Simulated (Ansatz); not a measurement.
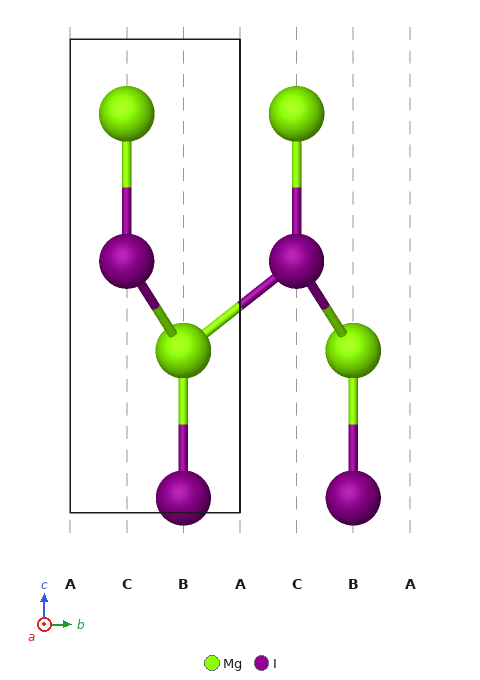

Projection along an edge of the hexagonal mesh, stacking direction c upwards. The dashed lines mark the three columns A (0, 0), B (1/3, 2/3) and C (2/3, 1/3). The sequence starts with the first layer at or above the cell's origin.

MgI: the geometry relaxed with DFT PBE, scalar-relativistic, plane waves, PAW (Ansatz 0.2.0); the starting structure was generated, so it need not be a known form of this composition.

> List the layers of one repeat.

I(B) – Mg(B) – I(C) – Mg(C) (four layers in 9.97 Å).

> How are the I layers alone stacked?

I layers alone: BC, the hexagonal type.

> Which positions between or in the I layers do the other atoms fill?

Mg: two tetrahedral sites (per hexagonal cell).

> What short polytype symbol fits?

Polytype symbol 2H, the symbol of a tetrahedral polytype (number of double layers in the repeat and lattice).
